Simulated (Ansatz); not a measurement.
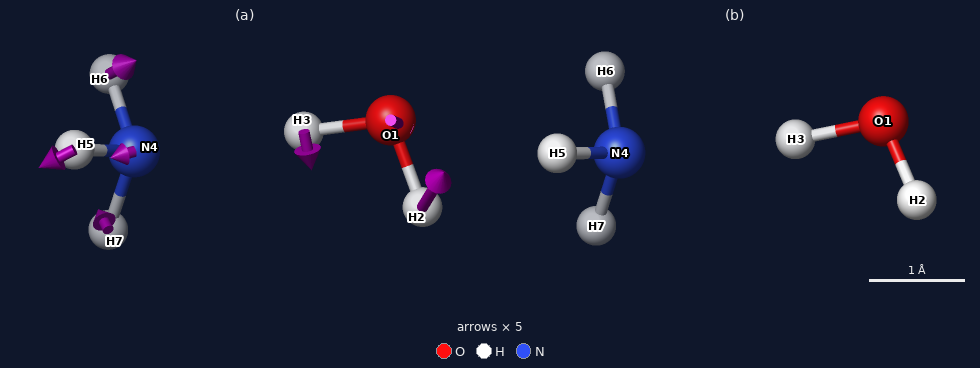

The structure of NH$_{5}$O before (left) and after (right) a relaxation, at one scale. The purple arrows give the displacements, magnified 5 times.

Style: ball-and-stick. Shown at a tilt.

Computed with RKS PBE0-D4/def2-TZVP in Ansatz. Set-up: force threshold 0.005 eV/Å; at most 200 steps.

### What changed between the two?

The largest move after the best rigid fit is that of H2, 0.19 Å. By element the largest moves are H 0.19 Å, O 0.17 Å, N 0.06 Å. Some distances before and after: O1–H3 0.992 → 0.975 Å, N4–H5 1.029 → 1.013 Å, O1–H2 0.974 → 0.958 Å. Among the angles between lasting bonds that change: H2–O1–H3 101.8° → 105.4°. The energy falls by 3.53 kJ/mol in 18 accepted moves (24 points after the start). The largest force component goes from 0.89 to 0.00067 eV/Å. The line search rejected the trial steps at points 6, 8, 10, 12, 22, 23 of the run. The forces were under the threshold at step 5, but the run went on from there.
